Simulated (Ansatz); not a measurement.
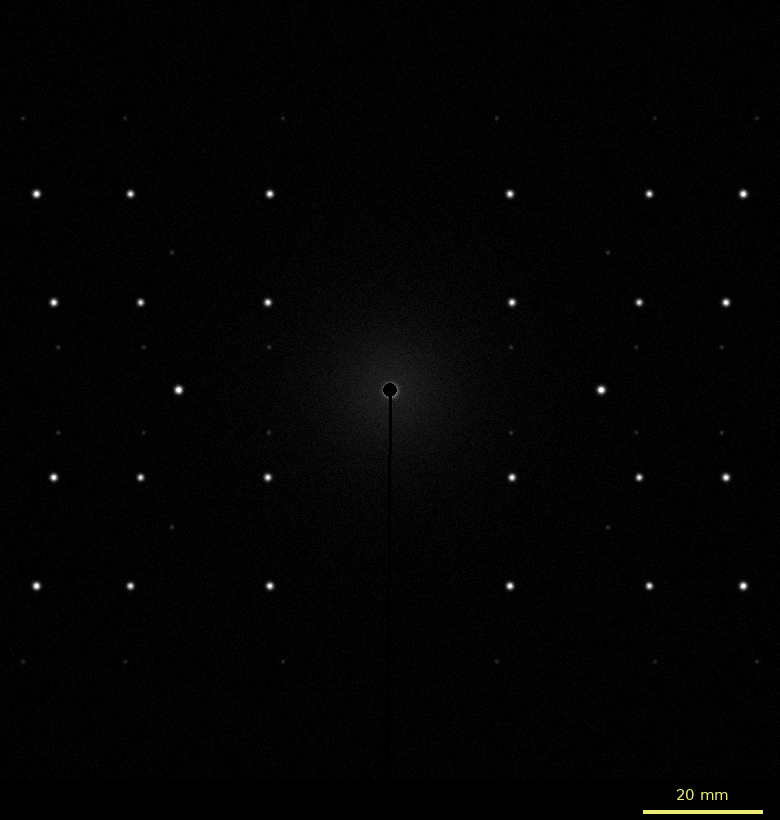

Simulated X-ray rotation photograph: Cu Kα radiation (λ = 1.5418 Å), cylindrical film of radius 57.3 mm unrolled, rotation axis vertical and normal to the beam, kinematic intensities without Lorentz or polarisation factors, the film spanning ±63° about the beam; spots down to d = 1.37 Å.

> Measure the layer lines and find the identity period along the axis.

The first layer line lies 7.2 mm from the equator, so tan ν = 0.126, sin ν = 0.125 and the period is λ/sin ν = 12.33 Å. Further lines follow at 14.8, 23.2, 33.1, 45.9 mm.

The crystal is SiPb₂, space group Fm-3m (No. 225), a = 7.12 Å. Structure: the geometry relaxed with DFT PBE, scalar-relativistic, plane waves, PAW in Ansatz 0.2.0; the starting structure was generated, so it need not be a known form of this composition.

> About which axis was it rotated?

About [111] (or an equivalent direction), whose length in the conventional cell is 12.327 Å.
